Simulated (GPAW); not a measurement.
# Rpa calculation, with input and output: BHS

BHS (hydrogen boron sulfide), computed with RPA (LDA (PW92))/plane waves, scalar-relativistic datasets (GPAW 26.7.0).

The geometry comes from this level: GFN2-xTB.

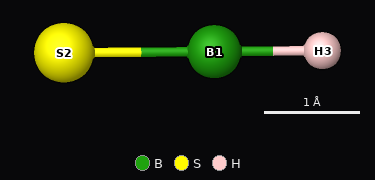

*The structure (ball-and-stick view, seen at a tilt; atoms are numbered from 1 in the order of the input).*

Bond lengths as drawn: B–H 1.14 Å and B–S 1.59 Å.

## Input file (BHS.py)
```python
from ase import Atoms
from gpaw import GPAW, PW
from gpaw.xc.rpa import RPACorrelation

molecule = Atoms(['B', 'S', 'H'],
    positions=[[ -0.041030,  -0.016100,   0.142540],
               [  0.395320,   0.146510,  -1.379660],
               [ -0.354300,  -0.130410,   1.237110]])
molecule.center(vacuum=3.0)
molecule.pbc = True

calc = GPAW(mode=PW(400, force_complex_dtype=True), maxiter=100, xc='LDA', txt='-')
molecule.calc = calc
molecule.get_potential_energy()
calc.diagonalize_full_hamiltonian(nbands=670)
calc.write('all.gpw', mode='all')

rpa = RPACorrelation('all.gpw', ecut=[50, 65, 80], nfrequencies=12, txt='rpa.txt')
ec = rpa.calculate()
print('RPA correlation energy (eV):', ec.round(4))
```

Machine: 1 thread of Arm Neoverse V2, 24 GiB of memory available, shared host.

Launch command:
```bash
python3 BHS.py
```

## Output
```
__  _  _
 | _ |_)|_||  |
 |__||  | ||/\| - 26.7.0

units:  Angstrom and eV
cores:  1
OpenMP: False

Versions:
  Python: 3.12.14
  ASE:    3.29.0
  Numpy:  2.5.5
  Scipy:  1.18.1
  Libxc:  7.0.0

        _gpaw.cpython-312-aarch64-linux-gnu.so

Input parameters:
  mode=PW(force_complex_dtype=True, ecut=400.0),
  maxiter=100,
  xc=XC(name='LDA')

Diagonalizing LCAO Hamiltonian
Converting LCAO to pw mode
     .----------------.
    /|                |
   / |                |
  /  |                |
 *   |                |
 |   |                |
 |   |    H           |
 |   |     B          |
 |   |                |
 |   |       S        |
 |   |                |
 |   .----------------.
 |  /                /
 | /                /
 |/                /
 *----------------*

Atoms  # Å, Bohr magnetons
|   | symbol |        x |        y |        z |    initial magnetic moments |
|---|--------|----------|----------|----------|-----------------------------|
| 0 |      B | 3.313270 | 3.114310 | 4.522200 | ( 0.0000,  0.0000,  0.0000) |
| 1 |      S | 3.749620 | 3.276920 | 3.000000 | ( 0.0000,  0.0000,  0.0000) |
| 2 |      H | 3.000000 | 3.000000 | 5.616770 | ( 0.0000,  0.0000,  0.0000) |

Unit cell  # Å
| periodic |        x |        y |        z |  lengths |    angles |
|----------|----------|----------|----------|----------|-----------|
|      yes | 6.749620 | 0.000000 | 0.000000 | 6.749620 | 90.000000 |
|      yes | 0.000000 | 6.276920 | 0.000000 | 6.276920 | 90.000000 |
|      yes | 0.000000 | 0.000000 | 8.616770 | 8.616770 | 90.000000 |

Number of symmetries: 1
Symmetry operations  # r_c * U_cc + t_c -> r_c
|   | kind |            matrix            |
|---|------|------------------------------|
| 0 |  E   |  1, 0, 0,  0, 1, 0,  0, 0, 1 |

BZ-sampling:
  Number of BZ points: 1
  Number of IBZ points: 1

  Monkhorst-Pack size: [1, 1, 1]
  Monkhorst-Pack shift: [0, 0, 0]

K-points  # in reciprocal-cell coordinates
|   |                                coordinates |     weight |
|---|--------------------------------------------|------------|
| 0 | (  0.00000000,   0.00000000,   0.00000000) | 1.00000000 |

Plane wave coefficients: 6623
Cutoff: 400.0 eV

Spin-components: 1 (collinear spins)
Bands:           9
Projectors:      13
Spin-degeneracy: 2
Datatype:        complex128

  Storage: CPU
  Wave functions: 953_712 bytes (953_712 per core)
  Projectors: 2_649_200 bytes (2_649_200 per core)

Parallelization:
  kpt:    1
  domain: 1
  band:   1

Density:
  Valence electrons: 10.0
  Components: 1
  Grid points: [32 30 40]
  Charge: 0.0  # |e|

Potential:
  Grid points: [32 30 40]

species:
  B:
    name:    Boron
    Z:       5.0
    valence: 3
    core:    2
    charge:  0.0  # [|e|]
    file:    B.LDA.gz
    compensation charges:
      type: gauss
      rc: 0.20  # [Å]
      lmax: 2
    cutoffs:
      filter: 1.14  # [Å]
      core: 1.42  # [Å]
    projectors
    | kind |    occ | energy [eV] | rcut [Å] |
    |------|--------|-------------|----------|
    |   2s |  2.000 |      -9.383 |    0.635 |
    |   2p |  1.000 |      -3.714 |    0.635 |
    |    s |        |      17.828 |    0.635 |
    |    p |        |      23.498 |    0.635 |
    |    d |        |       0.000 |    0.635 |

    Using partial waves for B as LCAO basis

  S:
    name:    Sulfur
    Z:       16.0
    valence: 6
    core:    10
    charge:  0.0  # [|e|]
    file:    S.LDA.gz
    compensation charges:
      type: gauss
      rc: 0.24  # [Å]
      lmax: 2
    cutoffs:
      filter: 1.77  # [Å]
      core: 1.66  # [Å]
    projectors
    | kind |    occ | energy [eV] | rcut [Å] |
    |------|--------|-------------|----------|
    |   3s |  2.000 |     -17.278 |    0.974 |
    |   3p |  4.000 |      -7.106 |    0.979 |
    |    s |        |       9.933 |    0.974 |
    |    p |        |      20.105 |    0.979 |
    |    d |        |       0.000 |    0.900 |

    Using partial waves for S as LCAO basis

  H:
    name:    Hydrogen
    Z:       1.0
    valence: 1
    core:    0
    charge:  0.0  # [|e|]
    file:    H.LDA.gz
    compensation charges:
      type: gauss
      rc: 0.15  # [Å]
      lmax: 2
    cutoffs:
      filter: 0.85  # [Å]
      core: 0.53  # [Å]
    projectors
    | kind |    occ | energy [eV] | rcut [Å] |
    |------|--------|-------------|----------|
    |   1s |  1.000 |      -6.353 |    0.476 |
    |    s |        |      20.858 |    0.476 |
    |    p |        |       0.000 |    0.476 |

    Using partial waves for H as LCAO basis

Reference energy: -11499.327186  # eV

eigensolver:
  PPCG
  Converge bands: occupied
  niter=2

density mixing:
  MSR1-Mixer
  Pratt-step length: 0.05
  Maximum mixing coefficient: 0.75
  Old densities: 10
  SVD Regularization: 0.005
  Good broyden scale: 1.0
  Trust region scale: 1.0
  Backstep threshold: 4.0
  History deletion threshold: 6.0
  Fourier metric: weight=20.0, sigma=0.015

occupation numbers:
  Fermi-Dirac:
    width: 0.1000  # eV

poisson solver:
  ecut: 3200.0  # eV

xc functional:
  name: None

Initialization done in: 0.231 s

convergence criteria:
- Maximum [total energy] change in last 3 cyles: 0.0005 eV / valence electron
- Maximum integral of absolute [dens]ity change: 0.0001 electrons / valence electron
- Maximum integral of absolute [eigenst]ate change: 4e-08 eV^2 / valence electron
maximum number of iterations: 100

SCF iterations
|iter     |     time |      energy | eigst |  dens |
|---------|----------|-------------|-------|-------|
|iter:   1| 00:00:00 |  -15.605168 | +0.59 |       |
|iter:   2| 00:00:00 |  -15.392631 | -0.90 | -0.71 |
|iter:   3| 00:00:00 |  -14.268854 | -0.80 | -0.75 |
|iter:   4| 00:00:00 |  -14.191841 | -1.62 | -1.20 |
|iter:   5| 00:00:00 |  -14.157266 | -2.30 | -1.44 |
|iter:   6| 00:00:01 |  -14.155412 | -3.13 | -1.87 |
|iter:   7| 00:00:01 |  -14.155526c| -4.31 | -2.44 |
|iter:   8| 00:00:01 |  -14.155516c| -5.39 | -3.00 |
|iter:   9| 00:00:01 |  -14.155517c| -6.39 | -3.74 |
|iter:  10| 00:00:01 |  -14.155517c| -7.69c| -4.43c|

Converged in 10 steps
SCF loop duration: 1.086 s (0.109 s/step)
Energy contributions relative to reference atoms: (reference = -11499.327186)

Energy contributions:
  Kinetic:          18.263973
  Coulomb:         -19.428991
  Zero:              0.001674
  External:          0.000000
  Xc:              -12.992172
  Entropy:          -0.000000
  Spinorbit:         0.000000
  ----------------------------
  Free energy:     -14.155517
  Extrapolated:    -14.155517

dipole moment: (-0.069338, -0.025913, 0.234574)  # |e|*Ang

Fermi level: -4.186
Eigenvalues  # (at kpt = [0.000, 0.000, 0.000])
| band index |      eig [eV] | occ [0-2] |
|------------|---------------|-----------|
|          0 |       -17.342 |     2.000 |
|          1 |       -10.960 |     2.000 |
|          2 |        -8.520 |     2.000 |
|          3 |        -6.623 |     2.000 |
|          4 |        -6.608 |     2.000 |
|          5 |        -1.401 |     0.000 |
|          6 |        -1.345 |     0.000 |
|          7 |        -0.053 |     0.000 |
|          8 |         1.296 |     0.000 |

Gap: 5.207 eV
Transition (v -> c):
  (s=0, k=0, n=4, [0.00, 0.00, 0.00]) -> (s=0, k=0, n=5, [0.00, 0.00, 0.00])
No difference between direct/indirect transitions
Matrix size: 6623x6623
# Writing to all.gpw (mode='all')

RPA correlation energy (eV): [ -8.6602  -9.8974 -10.9044]
```

## Summary

| quantity | value |
| --- | --- |
| outcome | converged |
| wall time | 4.3 min |
| peak memory | 2.9 GiB |

## Notes

Further notes kept with the run: small periodic box and low response cutoff: not the molecule's limit.
